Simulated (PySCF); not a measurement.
Br₂···CH₅N (SMILES BrBr.CN)

Input

```
{"job": {"kind": "inter", "xc": "wB97M-D3(BJ)", "basis": "def2-TZVPD", "pairs": false}, "charge": 0, "multiplicity": 1, "parts": [{"atoms": "0-1", "charge": 0, "multiplicity": 1}, {"atoms": "2-8", "charge": 0, "multiplicity": 1}]}
Br     1.002167     0.259916     0.194141
Br    -1.242895    -0.589529     0.377174
C      3.311741     2.157097    -1.035960
N      3.234216     1.131948    -0.010197
H      3.009214     1.726240    -1.998132
H      4.320903     2.587402    -1.139968
H      2.606493     2.961407    -0.793545
H      3.462103     1.477171     0.917069
H      3.817857     0.324943    -0.207645
```

Run with:

```sh
OMP_NUM_THREADS=1 python cluster_run.py task.json out
```

Geometry: PBE0-D3(BJ)/def2-SVPD.

These are results of wB97M-D3(BJ)/def2-TZVPD, SCF density, gas phase (PySCF), not measurements.

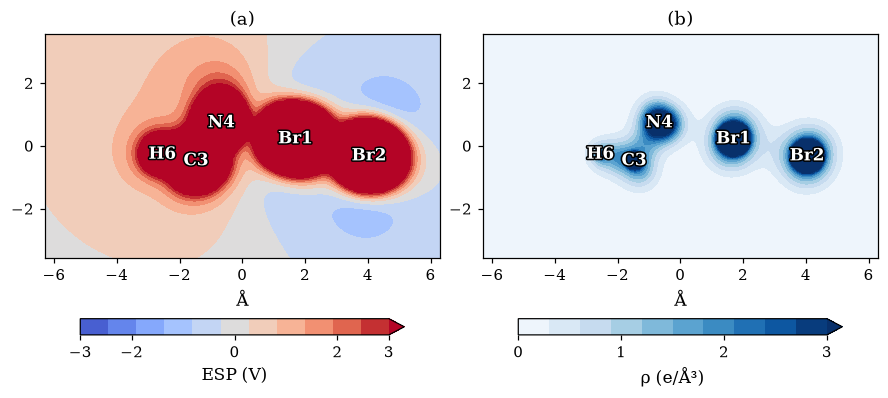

Figure 1. (a) electrostatic potential; (b) total electron density on the plane of atoms N4, C3 and H6.

**What do the fields say about this system?**

- The plane passes through Br, C, N and H nuclei.
- Br1···N4 (2.41 Å): the density falls to about 0.35 e/Å³ on the way.
- C–N (1.45 Å): ρ is about 1.9 e/Å³ halfway.
- Br–Br (2.41 Å): ρ is about 0.62 e/Å³ halfway.
- C–H (1.10 Å): ρ is about 2 e/Å³ halfway.
- Outside the dense part of the complex the potential is most negative (−1.1 V) near Br2.

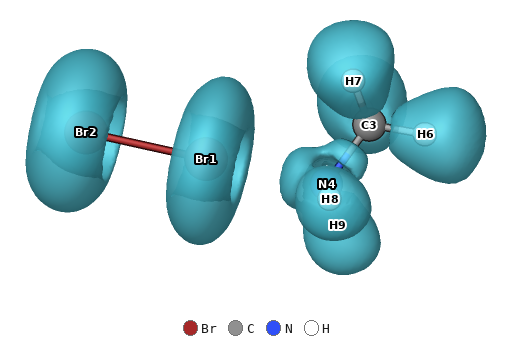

Figure 2. Isosurface of the ELF at 0.75 (cyan), seen at a tilt. Only the valence region is drawn (cores and ρ < 0.01 e/Å³ removed).

**Where are the electrons localised?**

At this value the surface marks out three regions around hydrogen nuclei, one ring or bowl of non-bonding electrons around Br, one region wrapped around Br (its lone pairs, merged into a ring or cap) and one joined region spread over several atoms (H, N), in which their bonds and any lone pairs are merged. Profiles from the grid: Br1···N4 (2.41 Å): the ELF peaks at about 0.95 in the valence shell of N, 0.6 Å from its nucleus, and is about 0.25 at the midpoint. C–N (1.45 Å): the ELF peaks at about 0.95 between the atoms; localised, covalent bonding.

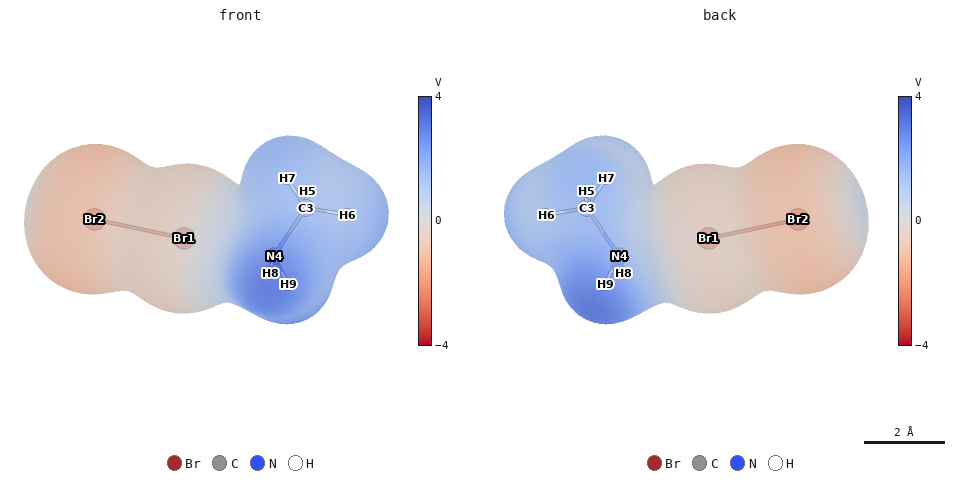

Figure 3. The molecular electrostatic potential painted on the density surface at 0.004 e/bohr³, seen from the front and from behind; red is negative and blue positive.

**Describe the electrostatic potential map.**

The most negative region (about −1.0 V, or −23 kcal/mol for a unit charge) lies over Br2, the most positive (about +3.2 V, or +74 kcal/mol for a unit charge) over H8 and H9. Br2 shows a σ-hole: about +0.5 V, or +12 kcal/mol for a unit charge at the tip opposite its bond, against about −1.0 V, or −23 kcal/mol for a unit charge on its flanks.

**How polar is the complex by this calculation?**

Its dipole moment is 5.92 D.
